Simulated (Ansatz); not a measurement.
# What a change does: single-point calculation on CH3Si

System: CH3Si, multiplicity 2, SMILES C=[SiH].
Method of run A: UKS wB97M-V/def2-TZVPP (Ansatz 0.2.0).

The geometry: displaced from a GFN2-xTB structure. Text and figures count atoms from 1; the logs count them from 0 in places.

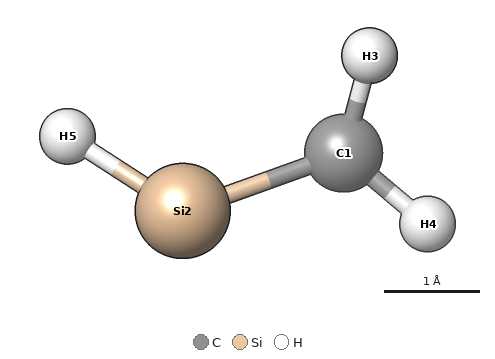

Fig. 1: The structure as given in the input (ball-and-stick view, seen on its broad side; atoms are numbered from 1 in the order of the input). Bond lengths as drawn: C–H 1.12 to 1.16 Å, C–Si 1.85 Å and H–Si 1.47 Å.

The input, run A:
```yaml
crystal:
  periodic: [false, false, false]
  atoms:
    - {symbol: C, position_ang: [-0.267300, -0.697000, 0.097700]}
    - {symbol: Si, position_ang: [0.448600, 0.858500, -0.606200]}
    - {symbol: H, position_ang: [-1.070700, -0.584500, 0.863100]}
    - {symbol: H, position_ang: [-0.395300, -1.619600, -0.587800]}
    - {symbol: H, position_ang: [0.945000, 1.950700, 0.246400]}
basis:
  gaussian: {orbitals: def2-TZVPP}
magnetization: {spin_polarized: true, initial_magnetization: 1}
hamiltonian: {xc: {name: wB97M-V}}
output: {forces: true}
```

Hardware: 4 CPU threads, shared host.

Output (run A):
```
Functional definition: wB97M-V
  parameter omega = 0.3/bohr
  parameter cx = 0.15
  parameter cx01 = 1.007
  parameter cx10 = 0.259
  parameter css00 = 0.443
  parameter css04 = -1.437
  parameter css10 = -4.535
  parameter css20 = -3.390
  parameter css43 = 4.278
  parameter cos00 = 1.000
  parameter cos10 = 1.358
  parameter cos20 = 2.924
  parameter cos21 = -8.812
  parameter cos60 = -1.390
  parameter cos61 = 9.142
  parameter b = 6.0
  parameter c = 0.01
  gx(w, u) = 1 - cx + cx01*u + cx10*w
  gss(w, u) = css00 + css04*u^4 + css10*w + css20*w^2 + css43*w^4*u^3
  gos(w, u) = cos00 + cos10*w + (cos20 + cos21*u)*w^2 + (cos60 + cos61*u)*w^6
  exchange = spin_sum(e_x_unif_sr(omega)*gx(b97_w, b97_u_x)) + cx*exact_x_sr(omega) + exact_x_lr(omega)
  correlation = spin_sum(e_c_pw_mod_same_spin*gss(b97_w, b97_u_same))
      + integral(e_c_pw_mod_opposite_spin*gos(b97_w_opposite, b97_u_opposite)) + vv10(b, c)
648 factors; their error is unknown
154 factors; integrals over basis functions are off by at most 1.8e-5 eV
mean field evaluation 1: about -8953.8908 eV, gradient 3.1e1 eV
mean field evaluation 2: about -8949.9388 eV, gradient 3.9e1 eV
mean field evaluation 4: about -8959.2140 eV, gradient 1.0e0 eV
mean field evaluation 8: about -8959.2462 eV, gradient 2.0e-1 eV
mean field evaluation 16: about -8959.2576 eV, gradient 5.1e-3 eV
mean field evaluation 32: about -8959.2375 eV, gradient 6.3e-1 eV
mean field -8959.25763213 eV, -329.2466451777 hartree, gradient 3.2e-5 eV, S^2 0.785098; 2 other end points of the search recorded, 0 dependent functions left out
the calculation of the forces begins
reference -8959.25767127 eV, -329.2466466164 hartree; 12, 11 occupied and 103, 104 virtual orbitals, 648 factors
Total energy: -8959.25767127 eV, -329.2466466164 hartree
Atom 0 at    -0.267300    -0.697000     0.097700 Å, force    -0.094228     0.953799    -1.339804 eV/Å
Atom 1 at     0.448600     0.858500    -0.606200 Å, force    -0.863584    -2.507746    -0.144725 eV/Å
Atom 2 at    -1.070700    -0.584500     0.863100 Å, force     0.726807    -0.234366    -0.452316 eV/Å
Atom 3 at    -0.395300    -1.619600    -0.587800 Å, force     0.287489     1.669248     1.230407 eV/Å
Atom 4 at     0.945000     1.950700     0.246400 Å, force    -0.056483     0.119065     0.706437 eV/Å
Dipole moment:    -0.019686     0.103835    -0.001431 e Å
```

The input of run B differs as follows (lines with − go, lines with + come):
```diff
-hamiltonian: {xc: {name: wB97M-V}}
+hamiltonian: {xc: {name: CAM-B3LYP}, dispersion: d4}
```

How does run B compare with run A?

The total energies belong to different models, so their difference says nothing on which is more stable or more accurate. The largest force goes from 2.656 to 2.476 eV/Å. The dipole moment goes from 0.51 to 0.42 D. The functional changes from wB97M-V to CAM-B3LYP.

Output (run B):
```
Functional definition: CAM-B3LYP
  parameter alpha = 0.19
  parameter beta = 0.46
  parameter omega = 0.33/bohr
  parameter ac = 0.81
  exchange = (1 - alpha - beta)*b88_x + beta*b88_x_sr(omega) + alpha*exact_x + beta*exact_x_lr(omega)
  correlation = (1 - ac)*vwn5_c + ac*lyp_c
648 factors; their error is unknown
165 factors; integrals over basis functions are off by at most 1.9e-5 eV
mean field evaluation 1: about -8952.8357 eV, gradient 3.7e1 eV
mean field evaluation 2: about -8940.1429 eV, gradient 5.4e1 eV
mean field evaluation 4: about -8959.9793 eV, gradient 1.7e0 eV
mean field evaluation 8: about -8960.0294 eV, gradient 2.6e-1 eV
mean field evaluation 16: about -8960.0608 eV, gradient 4.6e-3 eV
mean field evaluation 32: about -8959.9073 eV, gradient 7.6e-1 eV
mean field -8960.06084262 eV, -329.2761626189 hartree, gradient 2.4e-5 eV, S^2 0.850509; 2 other end points of the search recorded, 0 dependent functions left out
the calculation of the forces begins
reference -8960.06094867 eV, -329.2761665161 hartree; 12, 11 occupied and 103, 104 virtual orbitals, 648 factors
Total energy: -8960.11594561 eV, -329.2781876166 hartree
Atom 0 at    -0.267300    -0.697000     0.097700 Å, force    -0.186855     0.813931    -1.246684 eV/Å
Atom 1 at     0.448600     0.858500    -0.606200 Å, force    -0.807541    -2.325851    -0.258772 eV/Å
Atom 2 at    -1.070700    -0.584500     0.863100 Å, force     0.737274    -0.253099    -0.478849 eV/Å
Atom 3 at    -0.395300    -1.619600    -0.587800 Å, force     0.300543     1.673828     1.257000 eV/Å
Atom 4 at     0.945000     1.950700     0.246400 Å, force    -0.043421     0.091191     0.727306 eV/Å
Dipole moment:    -0.028113     0.079291     0.026434 e Å
```

The two runs side by side:

| quantity | run A | run B |
| --- | --- | --- |
| outcome | converged | converged |
| total energy (hartree) | −329.246647 | −329.278188 |
| dipole moment (D) | 0.51 | 0.42 |
| ⟨S²⟩ | 0.785 | 0.851 |
| largest force (eV/Å) | 2.656 | 2.476 |
| basis functions | 115 | 115 |
| wall time (shared host) | 3.9 s | 1.4 s |

For run B: ⟨S²⟩ is 0.85 against 0.75 for a pure state: the solution is spin-contaminated.
